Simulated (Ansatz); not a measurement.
# C2H10BNSi: the cost of one run

Method: RKS B3LYP/def2-SVP, in Ansatz 0.2.0.

### 1 Starting point

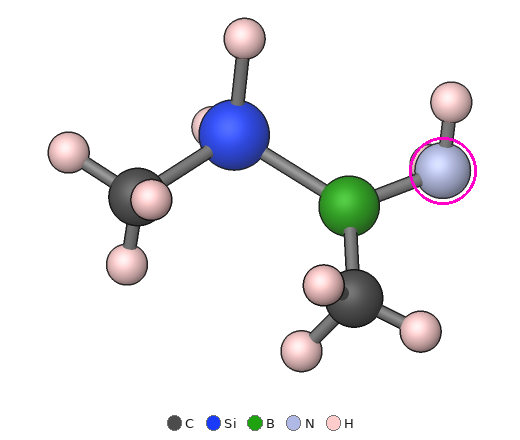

Start, viewed from a chosen angle; carbon dark grey, silicon blue, boron green, nitrogen light blue, hydrogen pink. Ringed: N5.

Structure file:

```xyz
15

C    -1.3145    0.6298    1.5430
Si   -0.4800    1.1566   -0.0402
B     0.5720   -0.3207   -0.7057
C     0.7088   -1.6864    0.0989
N     1.4253   -0.1718   -1.9826
H    -1.9734    1.5452    1.8871
H    -0.5922    0.4042    2.3115
H    -1.9857   -0.1760    1.3239
H     0.3995    2.3291    0.2719
H    -1.4630    1.5255   -1.0405
H     1.2899   -2.4185   -0.3937
H    -0.3713   -2.1100    0.1709
H     0.9651   -1.4966    1.1148
H     2.0390    0.6592   -1.8047
H     0.7588    0.0797   -2.7252
```

### 2 Relaxing end A

input.yaml reads:

```yaml
crystal:
  periodic: [false, false, false]
  atoms:
    - { symbol: C, position_ang: [-1.3145, 0.6298, 1.543] }
    - { symbol: Si, position_ang: [-0.48, 1.1566, -0.0402] }
    - { symbol: B, position_ang: [0.572, -0.3207, -0.7057] }
    - { symbol: C, position_ang: [0.7088, -1.6864, 0.0989] }
    - { symbol: "N", position_ang: [1.4253, -0.1718, -1.9826] }
    - { symbol: H, position_ang: [-1.9734, 1.5452, 1.8871] }
    - { symbol: H, position_ang: [-0.5922, 0.4042, 2.3115] }
    - { symbol: H, position_ang: [-1.9857, -0.176, 1.3239] }
    - { symbol: H, position_ang: [0.3995, 2.3291, 0.2719] }
    - { symbol: H, position_ang: [-1.463, 1.5255, -1.0405] }
    - { symbol: H, position_ang: [1.2899, -2.4185, -0.3937] }
    - { symbol: H, position_ang: [-0.3713, -2.11, 0.1709] }
    - { symbol: H, position_ang: [0.9651, -1.4966, 1.1148] }
    - { symbol: H, position_ang: [2.039, 0.6592, -1.8047] }
    - { symbol: H, position_ang: [0.7588, 0.0797, -2.7252] }
basis:
  gaussian: { orbitals: def2-SVP }
hamiltonian:
  xc: b3lyp
relax:
  f_tol: 0.015
  max_steps: 40
```

Run with:

```console
$ ansatz run input.yaml --threads 2 --pin off --max-ram 3072MiB --backend cpu --events-out ev --progress --plain --runs-dir out
```

**Question.** How long does this run take on 2 threads of Intel Xeon Platinum 8488C (Sapphire Rapids), shared host, and how much memory does it need?

About 89 s, with a peak of 0.32 GiB.
